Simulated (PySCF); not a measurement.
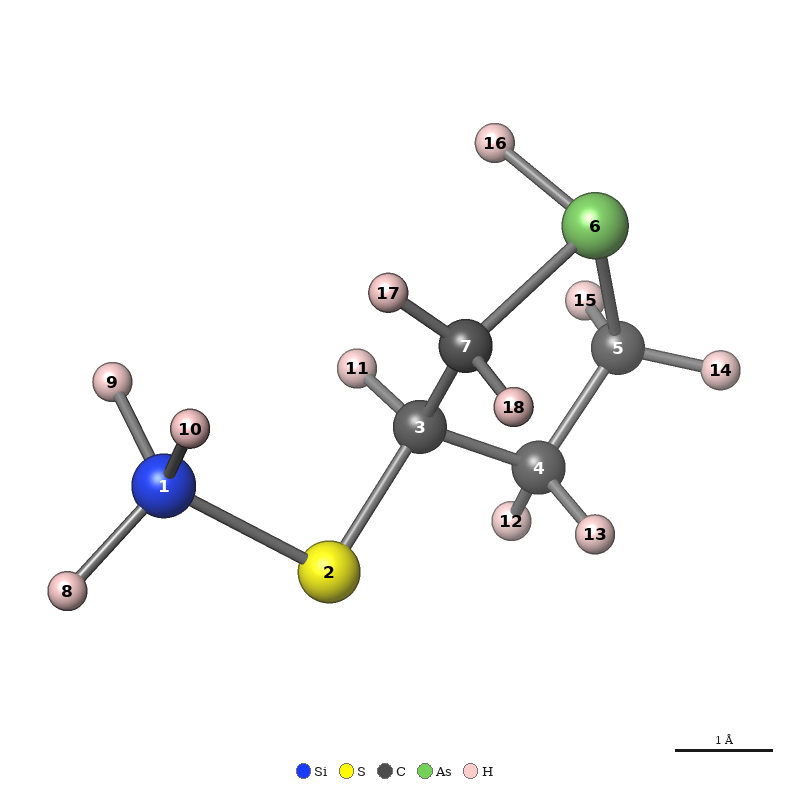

Orthographic view. Depth is shown by fading: the farther an atom, the more it takes the colour of the background. The computed structure is the end point of a PBE0-D3(BJ)/def2-SVP optimisation. No frequency run is at hand to confirm it as a minimum.

Write a MOL file (V2000) with the atoms in numerical order, bonds sorted by atom number with the orders drawn, and coordinates in the frame of the picture: x right, y up, z towards the viewer, origin at the mean position.

```
C4H11AsSSi
                    3D

 18 18  0  0  0  0  0  0  0  0999 V2000
   -2.7300   -0.8900    1.1700 Si  0  0  0  0  0  4  0  0  0  0  0  0
   -1.0100   -1.7800    0.2600 S   0  0  0  0  0  0  0  0  0  0  0  0
   -0.0600   -0.2700   -0.2100 C   0  0  2  0  0  0  0  0  0  0  0  0
    1.1700   -0.7000   -1.0000 C   0  0  0  0  0  0  0  0  0  0  0  0
    2.0000    0.5500   -1.3200 C   0  0  0  0  0  0  0  0  0  0  0  0
    1.7600    1.8200    0.2100 As  0  0  0  0  0  3  0  0  0  0  0  0
    0.4100    0.5700    0.9600 C   0  0  0  0  0  0  0  0  0  0  0  0
   -3.7300   -1.9800    1.3200 H   0  0  0  0  0  0  0  0  0  0  0  0
   -3.2600    0.1900    0.2800 H   0  0  0  0  0  0  0  0  0  0  0  0
   -2.4500   -0.2900    2.5100 H   0  0  0  0  0  0  0  0  0  0  0  0
   -0.7200    0.3300   -0.8600 H   0  0  0  0  0  0  0  0  0  0  0  0
    0.8900   -1.2500   -1.9100 H   0  0  0  0  0  0  0  0  0  0  0  0
    1.7600   -1.3900   -0.3800 H   0  0  0  0  0  0  0  0  0  0  0  0
    3.0600    0.3200   -1.4500 H   0  0  0  0  0  0  0  0  0  0  0  0
    1.6600    1.0400   -2.2400 H   0  0  0  0  0  0  0  0  0  0  0  0
    0.7200    2.6800   -0.5100 H   0  0  0  0  0  0  0  0  0  0  0  0
   -0.3900    1.1200    1.4700 H   0  0  0  0  0  0  0  0  0  0  0  0
    0.9100   -0.0700    1.7100 H   0  0  0  0  0  0  0  0  0  0  0  0
  1  2  1  0
  1  8  1  0
  1  9  1  0
  1 10  1  0
  2  3  1  0
  3  4  1  0
  3  7  1  0
  3 11  1  0
  4  5  1  0
  4 12  1  0
  4 13  1  0
  5  6  1  0
  5 14  1  0
  5 15  1  0
  6  7  1  0
  6 16  1  0
  7 17  1  0
  7 18  1  0
M  END
```
